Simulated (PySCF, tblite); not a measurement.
**C₈H₉B+ (doublet): geometry, infrared bands and EPR parameters**

Aim: predict the infrared bands and EPR parameters of C₈H₉B+ (doublet) (`[CH+]=[C]/C=C/CBC#CC`).

The runs use tblite 0.8.0 and PySCF 2.14.0, with density-fitted response routines of our own; the level of theory stands in each step. All values are computed, except where a source is named. Atoms count from 0, in the outputs and in this text.

**1. The starting structure**

18 atoms, charge 1, multiplicity 2; geometry from: force field or distance geometry start.

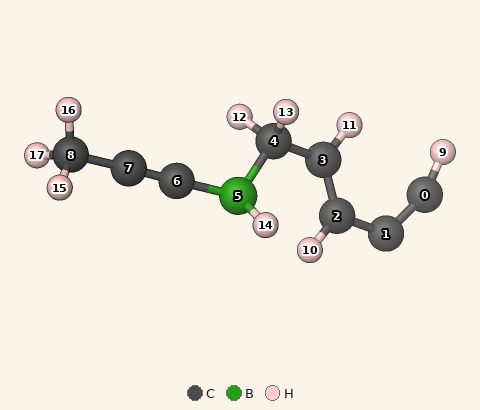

The starting geometry (carbon dark grey, boron green, hydrogen pink), atoms numbered.

**2. Relaxing the molecule with GFN2-xTB**

Job settings and geometry (Å):

```
{"job": {"kind": "relax", "xc": "GFN2-xTB", "basis": "xTB"}, "charge": 1, "multiplicity": 2}
C      4.380200    -1.592200    -1.282700
C      3.232600    -1.469900    -1.963500
C      2.006600    -1.054500    -1.308200
C      1.985400    -0.593900    -0.053900
C      0.740300    -0.171000     0.626200
B     -0.552300    -0.301400    -0.333100
C     -1.800400     0.486900     0.148100
C     -2.757000     1.112400     0.540400
C     -3.938900     1.849300     0.989000
H      5.003900    -1.548500    -0.407900
H      1.056900    -1.105900    -1.884100
H      2.901400    -0.543600     0.541000
H      0.763500     0.927400     0.902800
H      0.543100    -0.715200     1.564800
H     -0.810300    -1.416800    -0.662400
H     -4.830100     1.345400     0.562300
H     -4.020100     1.879100     2.109300
H     -3.913800     2.918800     0.651000
```

Started as:

```
$ OMP_NUM_THREADS=1 python probes_run.py task.json out
```

One launch serves the whole session: the jobs run in the order shown.

Standard output:

```text
step      E/eV     max force
  0    -604.45669    7.594
  1    -604.70005   11.586
  2    -605.45293    2.897
  3    -605.65022    3.992
  4    -605.94041    2.710
  5    -606.11429    1.654
  6    -606.27711    1.656
  7    -606.38172    1.129
  8    -606.49073    1.189
  9    -606.59327    0.919
 10    -606.68134    0.774
 11    -606.75343    0.588
 12    -606.80949    0.528
 13    -606.86032    0.528
 14    -606.91108    0.584
 15    -606.94816    0.558
 16    -606.97581    0.622
 17    -606.99601    1.484
 18    -607.03405    0.568
 19    -607.06804    0.512
 20    -607.10416    0.403
 21    -607.12889    0.336
 22    -607.15528    0.486
 23    -607.17701    0.405
 24    -607.18864    0.760
 25    -607.19785    0.225
 26    -607.20341    0.184
 27    -607.21181    0.201
 28    -607.21655    0.173
 29    -607.22142    0.157
 30    -607.22470    0.134
 31    -607.22844    0.154
 32    -607.23222    0.156
 33    -607.23535    0.110
 34    -607.23760    0.116
 35    -607.23992    0.128
 36    -607.24342    0.188
 37    -607.24865    0.215
 38    -607.25501    0.197
 39    -607.26133    0.205
 40    -607.26705    0.188
 41    -607.27301    0.209
 42    -607.28017    0.355
 43    -607.28590    0.345
 44    -607.29120    0.202
 45    -607.29487    0.141
 46    -607.30050    0.261
 47    -607.30409    0.342
 48    -607.30825    0.214
 49    -607.31078    0.195
 50    -607.31321    0.151
 51    -607.31768    0.240
 52    -607.32529    0.243
 53    -607.33418    0.324
 54    -607.33863    0.422
 55    -607.34974    0.398
 56    -607.35960    0.267
 57    -607.37575    0.745
 58    -607.38122    0.397
 59    -607.39491    0.336
 60    -607.40326    0.364
 61    -607.41510    0.285
 62    -607.43760    0.353
 63    -607.44879    1.074
 64    -607.45648    0.461
 65    -607.46514    0.276
 66    -607.47659    0.406
 67    -607.49066    0.407
 68    -607.50461    0.295
 69    -607.51136    0.249
 70    -607.51567    0.185
 71    -607.52290    0.217
 72    -607.52806    0.209
 73    -607.52985    0.356
 74    -607.53643    0.274
 75    -607.53873    0.218
 76    -607.54177    0.160
 77    -607.54493    0.186
 78    -607.54858    0.181
 79    -607.55228    0.173
 80    -607.55630    0.207
 81    -607.55998    0.205
 82    -607.56279    0.197
 83    -607.56440    0.077
 84    -607.56533    0.092
 85    -607.56635    0.145
 86    -607.56778    0.171
 87    -607.56944    0.139
 88    -607.57103    0.096
 89    -607.57242    0.089
 90    -607.57379    0.116
 91    -607.57523    0.135
 92    -607.57653    0.094
 93    -607.57747    0.082
 94    -607.57817    0.057
 95    -607.57883    0.063
 96    -607.57949    0.079
 97    -607.58004    0.054
 98    -607.58047    0.055
 99    -607.58089    0.097
100    -607.58145    0.129
101    -607.58215    0.133
102    -607.58276    0.094
103    -607.58331    0.066
104    -607.58374    0.044
105    -607.58411    0.066
106    -607.58444    0.147
107    -607.58492    0.053
108    -607.58566    0.088
109    -607.58666    0.105
110    -607.58713    0.073
111    -607.58759    0.048
112    -607.58789    0.050
113    -607.58816    0.041
114    -607.58833    0.030
115    -607.58844    0.034
116    -607.58857    0.043
117    -607.58875    0.048
118    -607.58897    0.054
119    -607.58924    0.052
120    -607.58953    0.054
121    -607.58985    0.046
122    -607.59020    0.048
123    -607.59057    0.044
124    -607.59090    0.043
125    -607.59115    0.038
126    -607.59136    0.058
127    -607.59158    0.066
128    -607.59189    0.078
129    -607.59236    0.073
130    -607.59304    0.073
131    -607.59369    0.069
132    -607.59409    0.083
133    -607.59427    0.048
134    -607.59438    0.032
135    -607.59447    0.018
136    -607.59454    0.032
137    -607.59460    0.039
138    -607.59466    0.032
139    -607.59472    0.026
140    -607.59477    0.012
141    -607.59480    0.010
142    -607.59482    0.010
```

Run time: 0.9 s. Hardware: 1 thread of Arm Neoverse V2, shared host.

Step by step: (not every step is listed)

```
step  energy from step 0 (eV)  largest force (eV/Å)
   0                   0.0000                7.5939
   1                  -0.2434               11.5858
   2                  -0.9962                2.8966
   3                  -1.1935                3.9921
   4                  -1.4837                2.7098
   5                  -1.6576                1.6539
   6                  -1.8204                1.6564
   7                  -1.9250                1.1289
   8                  -2.0340                1.1894
  20                  -2.6475                0.4035
  32                  -2.7755                0.1556
  44                  -2.8345                0.2024
  56                  -2.9029                0.2667
  68                  -3.0479                0.2954
  80                  -3.0996                0.2074
  92                  -3.1198                0.0941
 104                  -3.1271                0.0437
 116                  -3.1319                0.0426
 128                  -3.1352                0.0781
 137                  -3.1379                0.0391
 138                  -3.1380                0.0316
 139                  -3.1380                0.0256
 140                  -3.1381                0.0122
 141                  -3.1381                0.0099
 142                  -3.1381                0.0100
```

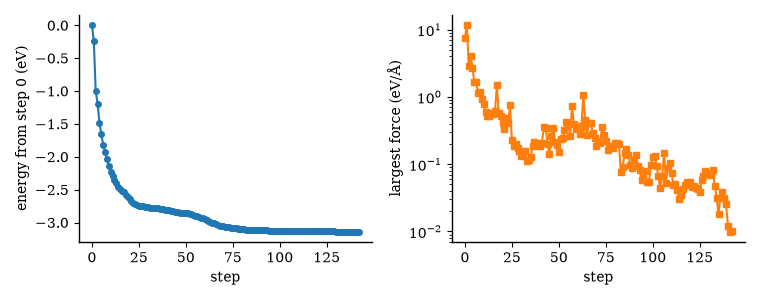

Energy and force, step by step.

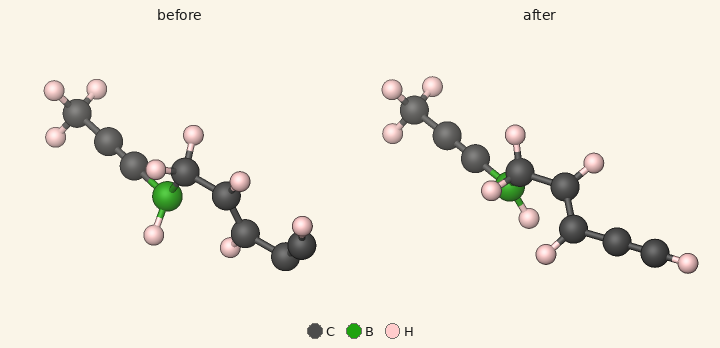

Before and after, at one scale.

Close pairs (by a distance rule), those that changed most:

```
  bond  before (Å)  after (Å)  change (Å)
 C0–C1       1.340      1.212      -0.128
 B5–C6       1.553      1.467      -0.085
 C1–C2       1.451      1.387      -0.064
C4–H12       1.133      1.088      -0.045
 C7–C8       1.463      1.419      -0.044
 C3–C4       1.480      1.447      -0.033
C8–H16       1.124      1.092      -0.032
C8–H17       1.122      1.091      -0.031
```

The end geometry stands in the next job.

**3. Harmonic vibrations with GFN2-xTB**

Job settings and geometry (Å):

```
{"job": {"kind": "ir", "xc": "GFN2-xTB", "basis": "xTB"}, "charge": 1, "multiplicity": 2}
C      4.666954    -1.721212    -1.583327
C      3.578248    -1.632832    -1.058608
C      2.330759    -1.538970    -0.459867
C      1.821734    -0.357297     0.001838
C      0.532119    -0.229997     0.646007
B     -0.708417     0.047870    -0.390886
C     -1.908490     0.706862     0.136810
C     -2.911976     1.262937     0.562187
C     -4.094702     1.900077     1.019542
H      5.609784    -1.801563    -2.044839
H      1.774212    -2.463463    -0.357073
H      2.401235     0.545730    -0.145018
H      0.524366     0.576518     1.376745
H      0.201121    -1.166839     1.104947
H     -0.601072    -0.328440    -1.487580
H     -4.974569     1.394953     0.616386
H     -4.144341     1.871223     2.110063
H     -4.105726     2.940760     0.691737
```

Standard output:

```text
mode    cm-1     km/mol
  1     -19.5      0.11
  2      14.0      0.31
  3      51.3      0.82
  4      95.5      1.61
  5     100.2      0.32
  6     152.5      0.40
  7     179.8      6.43
  8     234.9      0.53
  9     283.5      8.63
 10     358.7      0.62
 11     378.8      0.05
 12     389.7      1.12
 13     417.4      1.88
 14     506.8      1.11
 15     597.8     17.01
 16     641.3     19.63
 17     670.5     44.99
 18     705.3     53.09
 19     764.6     66.73
 20     809.5      6.14
 21     842.5     26.09
 22     904.0     18.28
 23     955.6     33.12
 24     964.4     21.90
 25     976.2     65.31
 26    1003.9      4.50
 27    1086.7      0.78
 28    1117.6     18.73
 29    1170.4     12.72
 30    1245.0      7.16
 31    1257.4     23.32
 32    1276.3      1.78
 33    1361.1     34.88
 34    1363.1    220.29
 35    1371.9     36.81
 36    1401.1     17.96
 37    1521.4    314.62
 38    2169.0   1302.58
 39    2222.3   1618.18
 40    2687.6     22.74
 41    2941.3      3.88
 42    2981.1     10.48
 43    2989.6     44.58
 44    2999.2     45.57
 45    3012.9      0.97
 46    3041.4      3.85
 47    3068.3      2.58
 48    3355.3    127.16
```

Wall time 0.53 s (1 thread of Arm Neoverse V2, shared host).

Which atoms move in the most intense modes:

```
cm⁻¹  km/mol                                  atoms
 705    53.1             B5 38 %, C4 22 %, H14 11 %
 765    66.7   B5 20 %, C4 19 %, H12 16 %, H13 14 %
 976    65.3   H14 36 %, H16 23 %, C8 12 %, B5 11 %
1363   220.3  H16 29 %, C8 27 %, H15 18 %, H17 17 %
1521   314.6                       C3 46 %, C2 41 %
2169  1302.6                       C1 57 %, C0 29 %
2222  1618.2                       C7 48 %, C6 45 %
3355   127.2                       H9 87 %, C0 13 %
```

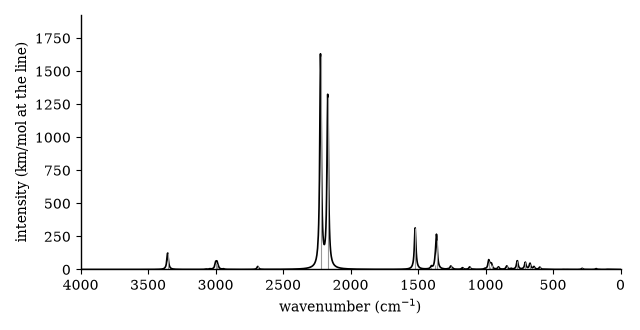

The infrared spectrum from these modes, unscaled. Lines are broadened to a width of 14 cm⁻¹ (Lorentzian).

**4. g tensor and hyperfine couplings: B3LYP/pcH-1**

Same as in step 3 but for these lines:

```diff
@@ -1,2 +1,2 @@
-{"job": {"kind": "ir", "xc": "GFN2-xTB", "basis": "xTB"}, "charge": 1, "multiplicity": 2}
+{"job": {"kind": "epr", "basis": "pcH-1"}, "charge": 1, "multiplicity": 2}
 C      4.666954    -1.721212    -1.583327
```

Level: UKS B3LYP, pcH-1 on B C H, non-relativistic, mean-field spin-orbit, GIAO.

Standard output:

```text
UKS, coarse grid
  cycle   1  E = -334.66086758  |g| = 3.26e-01
  cycle   2  E = -334.48192079  |g| = 5.55e-01
  cycle   3  E = -334.68017310  |g| = 2.21e-01
  cycle   4  E = -334.71296761  |g| = 7.14e-02
  cycle   5  E = -334.71415083  |g| = 5.18e-02
  cycle   6  E = -334.71567059  |g| = 1.21e-02
  cycle   7  E = -334.71576306  |g| = 5.89e-03
  cycle   8  E = -334.71579192  |g| = 2.92e-03
  cycle   9  E = -334.71579953  |g| = 2.00e-03
  cycle  10  E = -334.71580387  |g| = 9.21e-04
UKS, final grid
  cycle   1  E = -334.71579481  |g| = 1.57e-03
  cycle   2  E = -334.71579027  |g| = 3.38e-03
  cycle   3  E = -334.71579623  |g| = 3.62e-04
  cycle   4  E = -334.71579632  |g| = 1.60e-04
  cycle   5  E = -334.71579636  |g| = 1.51e-04
  cycle   6  E = -334.71579639  |g| = 9.16e-05
  cycle   7  E = -334.71579639  |g| = 1.07e-05
E = -334.71579639 Eh   <S^2> = 0.7596 (exact 0.7500)
g shifts (ppm)      1          2          3
  rmc          -145       -145       -145
  gc              1         22         34
  oz_so           5        764       1979
  total        -139        641       1867
hyperfine (MHz)  atom isotope    a_iso     a_fc   dipolar eigenvalues
    0   13C      27.78      27.78    -32.98    -28.02     61.00
    1   13C     -29.37     -29.37     -8.87      2.68      6.19
    2   13C      14.36      14.36    -22.63    -21.20     43.83
    3   13C       1.19       1.19    -15.70    -13.85     29.54
    4   13C       5.05       5.05    -11.53    -10.05     21.58
    5   11B      26.97      26.97     -6.81     -5.77     12.58
    6   13C       3.29       3.29     -5.04     -3.21      8.24
    7   13C       6.63       6.63     -9.08     -8.86     17.94
    8   13C      -4.00      -4.00     -0.93     -0.32      1.26
    9    1H     -31.27     -31.27    -14.55     -2.80     17.35
   10    1H     -19.36     -19.36     -9.40     -2.81     12.20
   11    1H     -11.52     -11.52     -6.49     -2.79      9.27
   12    1H      20.70      20.70     -4.67     -2.18      6.85
   13    1H      26.40      26.40     -3.44     -2.53      5.97
   14    1H      23.44      23.44     -3.52      1.22      2.30
   15    1H      16.31      16.31     -1.13     -0.60      1.73
   16    1H      25.68      25.68     -1.23     -0.40      1.64
   17    1H       1.10       1.10     -0.77     -0.60      1.37
```

Run time: 92 s. Hardware: 1 thread of Arm Neoverse V2, shared host; peak memory 1.1 GiB.

Principal g values 2.00218, 2.00296, 2.00419; g(iso) = 2.00311, against 2.00232 for a free electron.

Mean a(iso) over the nuclei that a row names, and the largest dipolar term of the row (other rows stand at the frozen geometry):

```
       nuclei  isotope  a(iso) (MHz)  a(iso) (G, at g = 2.0023)  largest dipolar term (MHz)
           H9       1H         -31.3                      -11.2                        17.3
           C1      13C         -29.4                      -10.5                        -8.9
           C0      13C          27.8                        9.9                        61.0
           B5      11B          27.0                        9.6                        12.6
     H12, H13       1H          23.5                        8.4                         6.9
          H14       1H          23.4                        8.4                        -3.5
          H10       1H         -19.4                       -6.9                        12.2
H15, H16, H17       1H          14.4                        5.1                         1.7
           C2      13C          14.4                        5.1                        43.8
          H11       1H         -11.5                       -4.1                         9.3
           C7      13C           6.6                        2.4                        17.9
           C4      13C           5.0                        1.8                        21.6
           C8      13C          -4.0                       -1.4                         1.3
           C6      13C           3.3                        1.2                         8.2
```

Mulliken spin populations:

C0 0.39; C1 -0.07; C2 0.26; C3 0.17; C4 0.07; B5 0.05; C6 0.02; C7 0.10; C8 0.00; H9 -0.01; H10 -0.01; H11 -0.01; H12 0.01; H13 0.01; H14 0.01; H15 0.01; H16 0.01; H17 0.00

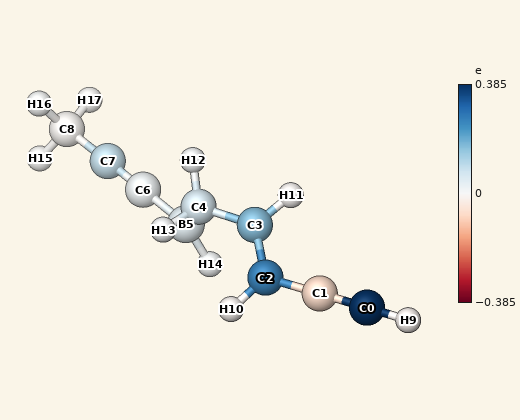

Mulliken spin populations, as colours on the atoms.

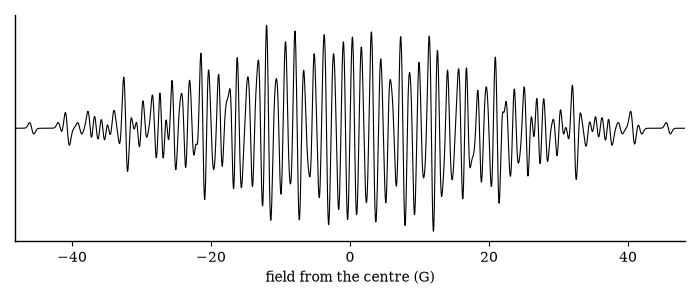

First-order isotropic spectrum (first derivative, main isotopes with spin only, couplings over 0.8 MHz, Gaussian width 0.3 G; couplings of the frozen geometry, rotation of groups not averaged beyond the rows shown).

Orbitals, density, ELF and potential are computed afterwards from the orbital file.

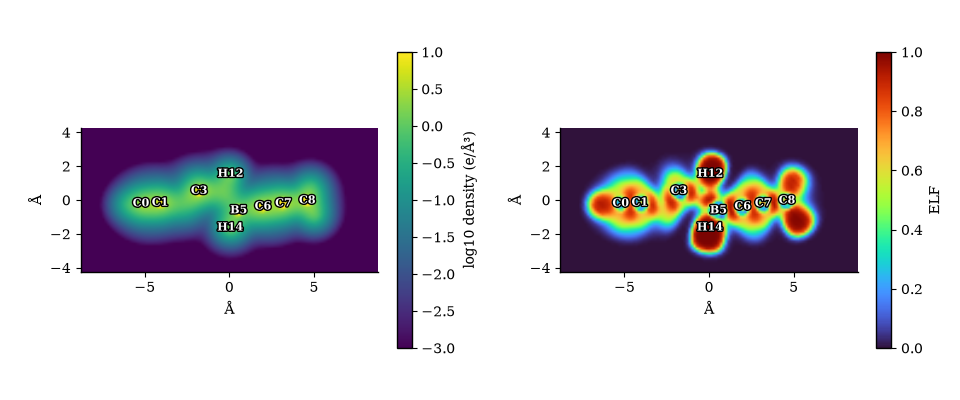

Density (left) and ELF (right) in a plane through or near 9 of the atoms.

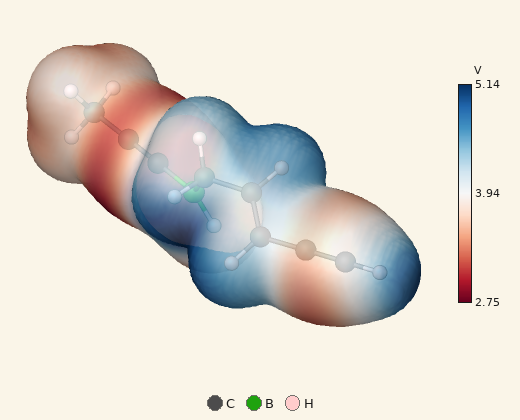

Electrostatic potential on the surface of density 0.002 e/bohr³; red is low, blue high. It runs from 2.75 V near C6 to 5.14 V near H10.

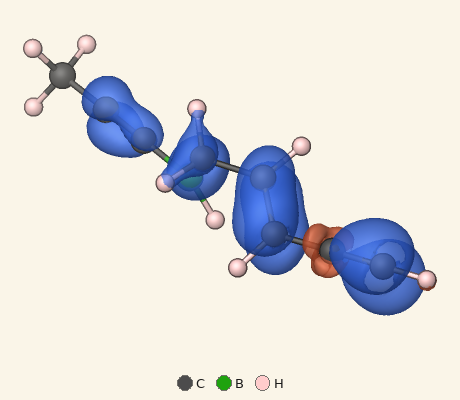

Spin density at ±0.02 e/Å³ (alpha excess blue, beta excess red).

**5. What came out**

| quantity | value |
| --- | --- |
| strongest single infrared mode (GFN2-xTB) | 2222 cm⁻¹, 1618 km/mol |
| zero-point energy (GFN2-xTB) | 83.8 kcal/mol |
| g(iso) (B3LYP) | 2.00311 |
| ⟨S²⟩ | 0.760 (exact 0.75) |
| largest a(iso) (averaged by class) | 1H on H9, -31.3 MHz |

What this shows: The optimisation took 142 steps and gained 3.138 eV; among the close pairs (by a distance rule), C0–C1 changed most, from 1.340 to 1.212 Å. The lowest mode is slightly imaginary (20i cm⁻¹), a soft motion within the noise of the Hessian, so the minimum is not strictly shown. The strongest single mode, at 2222 cm⁻¹, moves mainly C7 and C6. Unscaled tight-binding wavenumbers are off by several per cent, some by more. Its intensities can rank the bands wrongly. The largest share of the spin, 0.39 e, sits on C0. The isotropic g lies 0.8 ppt above the free-electron value. These values are for one conformer; the search (at its own cheap level) found 2 more, at 0.01, 0.58 kcal/mol (those within 0.05 may be mirror or relabelled copies), and measured spectra average over such forms.
